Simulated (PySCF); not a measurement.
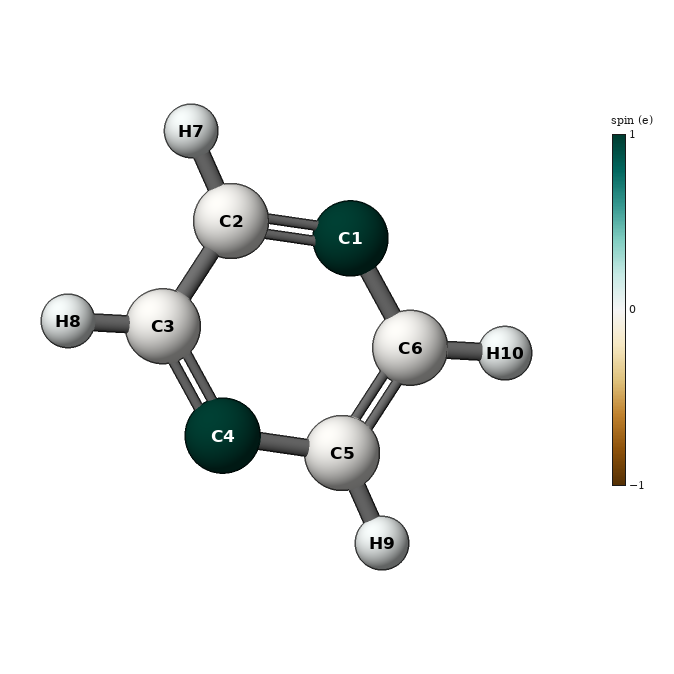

Atoms are coloured by their Mulliken spin populations. Charge 0, triplet. Computed geometry: GFN2-xTB optimisation. No frequency run is at hand to confirm it as a minimum. Properties computed with UKS B3LYP, pcH-1 on C H, non-relativistic (PySCF 2.14.0).

List the Mulliken spin populations.

```csv
atom,value (e)
C1,0.99
C2,−0.02
C3,−0.02
C4,0.99
C5,−0.02
C6,−0.02
H7,0.03
H8,0.03
H9,0.03
H10,0.03
```

Mulliken values depend strongly on the basis set. The spin state was imposed, and no run here compares it with a lower spin, which may lie lower.
